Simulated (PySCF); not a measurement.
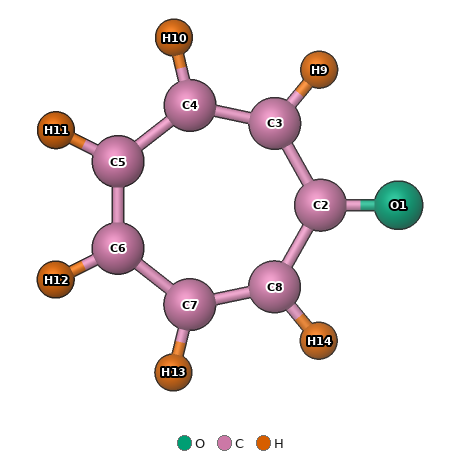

C₇H₆O (tropone), SMILES O=c1cccccc1. Simulated ¹H spectrum at 90 MHz, line width 1.5 Hz, from GIAO shifts (PBE0/pcSseg-1, against TMS) and couplings (B3LYP/pcJ-1), PySCF, at a PBE0-D3(BJ)/def2-SVP geometry (no frequency check). Gas phase, values of one conformer, averaged over methyl-type rotors and exact or near symmetry; couplings among ¹H are treated exactly, other nuclei are left out. The spin-dipole term of J is left out for all pairs.

**Give the shifts and couplings that make up the spectrum.**

```tsv
δ (ppm)	nuclei	atoms
6.98	2	H9, H14
6.93	2	H10, H13
6.85	2	H11, H12
```

The order of signals that lie close, as those under 0.08 ppm apart, is within the error of the method.


| pair | J (Hz) |
| --- | --- |
| H9–H10, H14–H13 | 14.0 |
| H11–H12 | 12.4 |
| H10–H11, H13–H12 | 9.5 |
| H9–H14 | 3.0 |
| H9–H12, H14–H11 | 1.1 |
| H10–H12, H13–H11 | 0.6 |

Not listed: couplings under 0.5 Hz, those between magnetically equivalent nuclei.

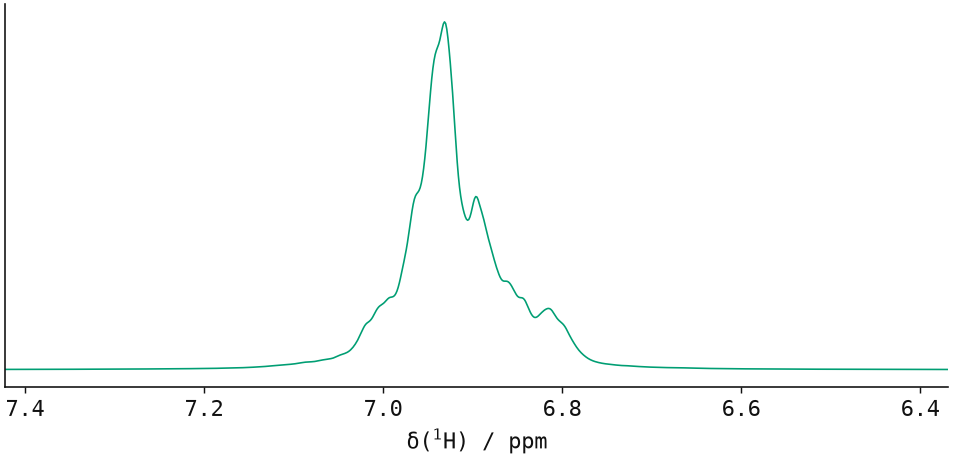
